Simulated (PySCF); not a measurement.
Vertical excitations of a molecule C₂H₆BF₂N from TDDFT-M06-2X/def2-SVPD run with PySCF, as energy in eV (oscillator strength): 7.63 (0.000), 7.69 (0.029), 7.91 (0.000), 8.45 (0.264), 8.47 (0.013), 8.74 (0.059), 8.87 (0.006), 9.03 (0.016), 9.05 (0.000), 9.31 (0.021). Lowest triplet (TDA): 6.43 eV. Geometry optimised at B3LYP-D3(BJ)/def2-SVP. Other conformers were not sampled.

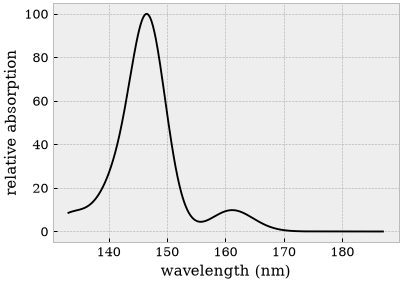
The lines broadened by 0.4 eV.

### Question
Identify the compound among the candidates.
A) CB(N)C(F)F
B) NB(CF)CF
C) C[C@@H](F)B(N)F
D) CN(C)B(F)F

### Answer
B, NB(CF)CF
